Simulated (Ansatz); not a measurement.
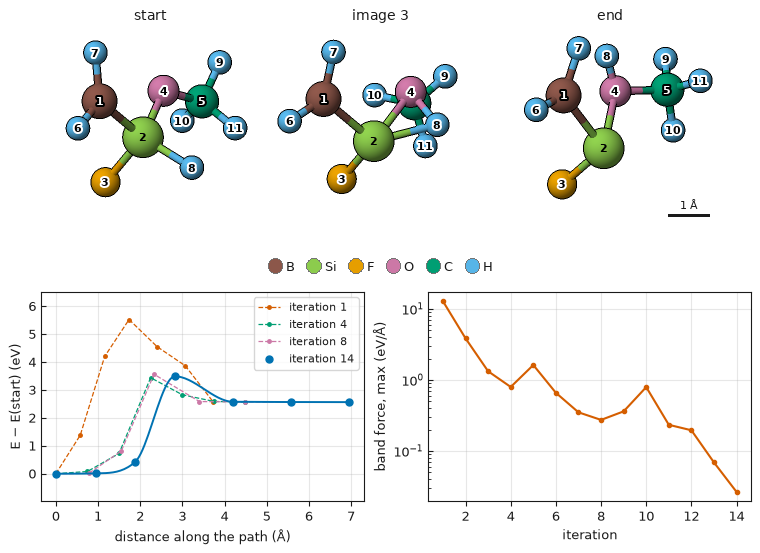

A nudged-elastic-band calculation for CH$_{6}$BFOSi. Images are numbered from 0 (start) to 6 (end). The plot follows the band through its iterations. A ball-and-stick model, seen from a free direction.

Method: Ansatz, RKS CAM-B3LYP-D4/6-31G*. Run with 5 movable images; climbing image; force threshold 0.05 eV/Å; iteration limit 60; starting path through a guess of the saddle point.

**Did the band converge, and can the barrier be trusted?**

The result is final at these settings. The band converged in 14 iterations. The largest component of the band force went from 13 to 0.027 eV/Å. The climbing image converged on the top of the path. Its vibrational analysis gives one imaginary mode (1596i cm⁻¹), as a transition state must have. The first iteration put the highest image at 5.52 eV. Forward barrier 3.49 eV, backward barrier 0.92 eV, with image 3 at the top; the reaction energy is +2.56 eV.
